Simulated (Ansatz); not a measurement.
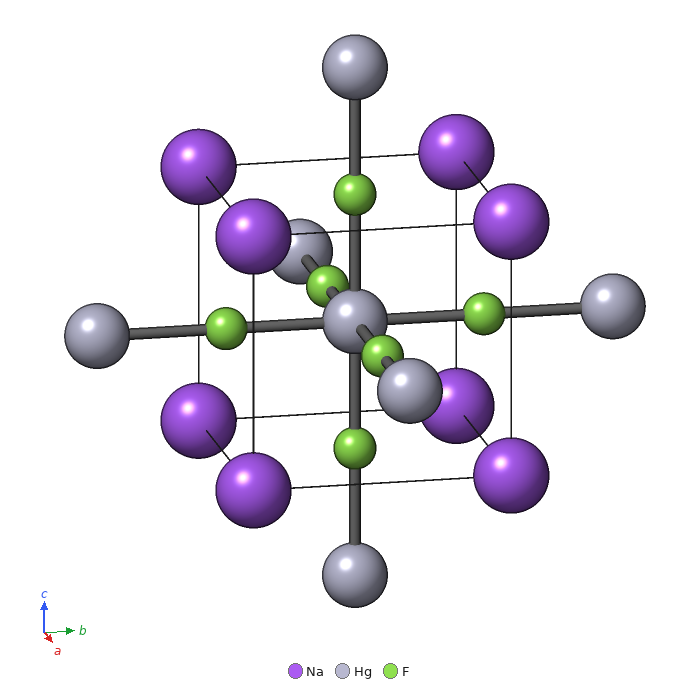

The crystal in a ball-and-stick representation, seen slightly off an axis. The conventional unit cell is outlined; an atom on or near a face, edge or corner is repeated at each equivalent position. Bonded atoms from the next cells complete the picture.

NaHgF$_{3}$, cubic perovskite, space group Pm-3m (No. 221), a = 4.499 Å, b = 4.499 Å, c = 4.499 Å, α = 90.00°, β = 90.00°, γ = 90.00°. The model was built from a structure type filled with these elements by a generator (whether the compound takes this form wasn't checked). Earlier steps of the study may have refined or changed the cell and positions. Ansatz was used for an electronic-structure calculation on it.

This one geometry was computed with Ansatz (DFT, plane waves, PAW) at three levels of theory: PBE, HSE06 and r2SCAN. It was relaxed beforehand with r2SCAN.

**Which level gives the highest pressure at this volume, and what does that say about its equilibrium volume?**

Highest: PBE (2.3 GPa), which points to the largest equilibrium volume. Lowest, with the smallest volume: HSE06 (0.5 GPa) and r2SCAN (0.0 GPa). Levels within 0.5 GPa of each other can't be told apart.

**How does the band gap change with the level of theory?**

PBE: a gap of 0.33 eV, indirect; r2SCAN: a gap of 0.88 eV, indirect; HSE06: a gap of 2.04 eV, indirect.

**Collect the results in a table.**

| level | cutoff (eV) | k-mesh of the run's cell | gap (eV) | pressure (GPa) |
| --- | --- | --- | --- | --- |
| PBE | 420 | 6×6×6 | 0.33 | 2.3 |
| HSE06 | 420 | 4×4×4 | 2.04 | 0.5 |
| r2SCAN | 500 | 6×6×6 | 0.88 | 0.0 |

Gaps are taken on the k-mesh or band path of each run.
